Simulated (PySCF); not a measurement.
## Electronic structure of C10H24Si3 (SMILES C=C[Si](C=C)([Si](C)(C)C)[Si](C)(C)C) in real space

| atom | x (Å) | y (Å) | z (Å) |
| --- | --- | --- | --- |
| Si | 0.5648 | -0.0289 | 0.3322 |
| C | 0.7574 | 0.0815 | 2.2065 |
| C | 1.6837 | 0.8117 | 2.8418 |
| H | 0.0318 | -0.4621 | 2.8276 |
| H | 2.4404 | 1.3859 | 2.2949 |
| H | 1.7330 | 0.8678 | 3.9355 |
| C | 2.2418 | -0.1211 | -0.5225 |
| C | 3.4097 | -0.4333 | 0.0536 |
| H | 2.2462 | 0.0668 | -1.6062 |
| H | 3.4843 | -0.6386 | 1.1272 |
| H | 4.3410 | -0.4980 | -0.5205 |
| Si | -0.5512 | 1.9136 | -0.3806 |
| C | -1.0202 | 1.7808 | -2.2065 |
| C | -2.1090 | 2.1516 | 0.6583 |
| C | 0.6020 | 3.3853 | -0.1215 |
| H | -1.4913 | 2.7147 | -2.5549 |
| H | -1.7366 | 0.9605 | -2.3714 |
| H | -0.1375 | 1.5915 | -2.8373 |
| H | -2.8109 | 1.3126 | 0.5340 |
| H | -1.8498 | 2.2201 | 1.7266 |
| H | -2.6324 | 3.0792 | 0.3745 |
| H | 0.8806 | 3.4729 | 0.9405 |
| H | 1.5288 | 3.2683 | -0.7047 |
| H | 0.1201 | 4.3284 | -0.4277 |
| Si | -0.5995 | -1.9841 | -0.2529 |
| C | -2.4223 | -1.8600 | 0.2290 |
| C | -0.4568 | -2.2330 | -2.1196 |
| C | 0.1990 | -3.4454 | 0.6355 |
| H | -2.9515 | -2.7997 | 0.0010 |
| H | -2.9220 | -1.0485 | -0.3232 |
| H | -2.5411 | -1.6574 | 1.3051 |
| H | -0.8908 | -1.3873 | -2.6751 |
| H | 0.5990 | -2.3272 | -2.4187 |
| H | -0.9816 | -3.1504 | -2.4334 |
| H | 1.2700 | -3.5070 | 0.3866 |
| H | 0.1139 | -3.3377 | 1.7284 |
| H | -0.2775 | -4.3972 | 0.3485 |

Geometry: PBE0-D3(BJ)/def2-SVP.

Theory: CAM-B3LYP/def2-SVPD, SCF density, gas phase (PySCF).

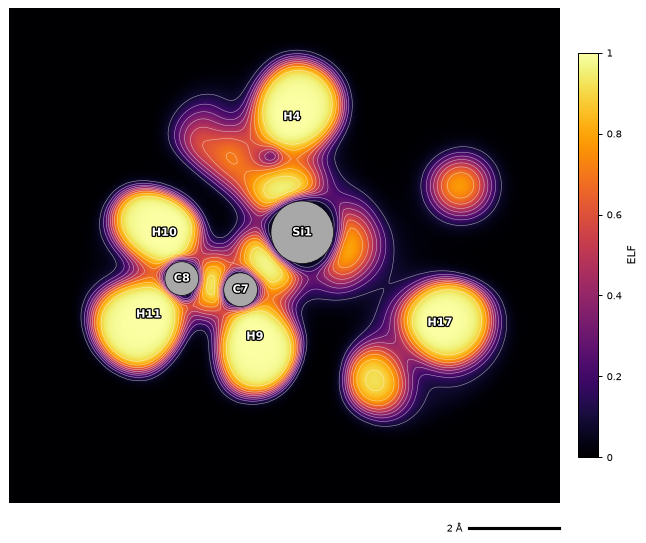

Figure 1. ELF on the plane of atoms Si1, C7 and C8. Grey discs cover the atomic cores.

### What does the map show?

The section cuts through Si, H and C sites. C–C (1.34 Å): the ELF peaks at about 0.95 between the atoms: a short, multiple covalent bond. C–Si (1.88 Å): the ELF peaks at about 0.95 between the atoms; a shared electron pair. C–H (1.10 Å): the ELF climbs to about 1 towards the hydrogen, as it does in any bond to H (a covalent bond by its length).

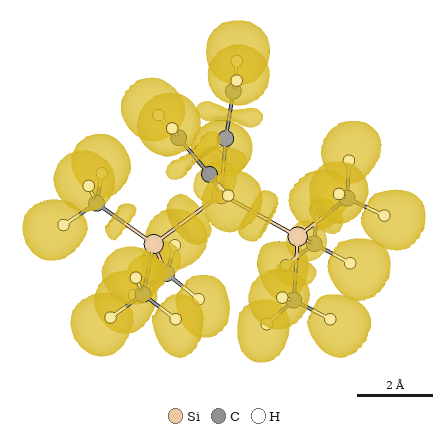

Figure 2. Isosurface of the ELF at 0.85 (yellow), seen at a tilt. Core shells and regions of very low density are left out.

### Describe the localisation domains.

The surface consists of two regions between bonded C–C atoms (shared pairs), eight regions between bonded C–Si atoms (shared pairs), two regions between bonded Si–Si atoms (shared pairs) and 24 regions around hydrogen nuclei.

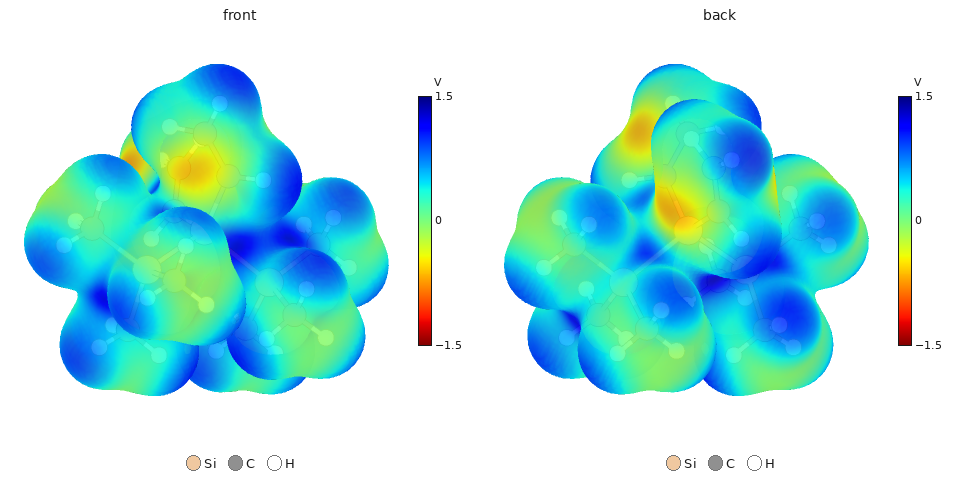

Figure 3. The molecular electrostatic potential painted on the density surface at 0.004 e/bohr³, seen from the front and from behind; the colour scale runs from red (negative) to blue (positive).

### Describe the electrostatic potential map.

The most negative region (about −0.7 V) lies over the π face of C2, C3, C7 and C8, the most positive (about +1.2 V) over Si1, Si12 and Si25.

### How polar is the molecule by this calculation?

Its dipole moment is 0.27 D.
